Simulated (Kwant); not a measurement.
Model system: In0.53Ga0.47As/In0.52Al0.48As stack with 3 barriers. One parabolic valley. Leads of mass 0.041 mₑ with the band edge at 0; grid 0.1 nm; bias 0.16 V, dropping linearly over the stack.

```json
[
 {"layer": "1", "thickness (nm)": "1.9", "band offset (eV)": "0.52", "mass (mₑ)": "0.075"},
 {"layer": "2", "thickness (nm)": "3.2", "band offset (eV)": "0", "mass (mₑ)": "0.041"},
 {"layer": "3", "thickness (nm)": "1.9", "band offset (eV)": "0.52", "mass (mₑ)": "0.075"},
 {"layer": "4", "thickness (nm)": "3.2", "band offset (eV)": "0", "mass (mₑ)": "0.041"},
 {"layer": "5", "thickness (nm)": "1.9", "band offset (eV)": "0.52", "mass (mₑ)": "0.075"}
]
```

The device is made up for the run: typed textbook-type constants, with dimensions and the other settings drawn at random.

Kwant, one-band effective-mass tight-binding model in one dimension, coherent, no space charge.

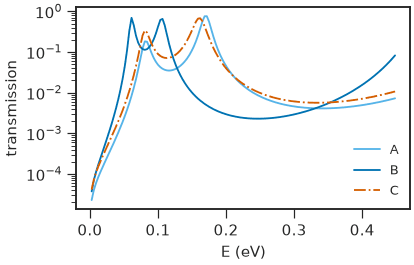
*Transmission of 3 runs*

| E (eV) | A | B | C |
|---|---|---|---|
| 0.002600 | 2.3e-5 | 3.8e-5 | 4.1e-5 |
| 0.02862 | 0.00034 | 0.0011 | 0.00063 |
| 0.05464 | 0.0038 | 0.11 | 0.0075 |
| 0.08067 | 0.18 | 0.11 | 0.34 |
| 0.1067 | 0.039 | 0.65 | 0.075 |
| 0.1327 | 0.046 | 0.027 | 0.11 |
| 0.1587 | 0.25 | 0.0072 | 0.66 |
| 0.1847 | 0.16 | 0.0037 | 0.097 |
| 0.2108 | 0.026 | 0.0026 | 0.026 |
| 0.2368 | 0.011 | 0.0023 | 0.013 |
| 0.2628 | 0.0066 | 0.0024 | 0.0082 |
| 0.2888 | 0.0050 | 0.0027 | 0.0065 |
| 0.3149 | 0.0043 | 0.0034 | 0.0058 |
| 0.3409 | 0.0041 | 0.0047 | 0.0057 |
| 0.3669 | 0.0043 | 0.0074 | 0.0060 |
| 0.3929 | 0.0048 | 0.013 | 0.0068 |
| 0.4189 | 0.0056 | 0.027 | 0.0082 |
| 0.4482 | 0.0073 | 0.083 | 0.011 |

Column A is the base. The others each differ by one change: height of the first barrier 0.52 → 0.42 eV; width of the first well 3.2 → 4.8 nm. Which is which?

B: width of the first well 3.2 → 4.8 nm; C: height of the first barrier 0.52 → 0.42 eV.
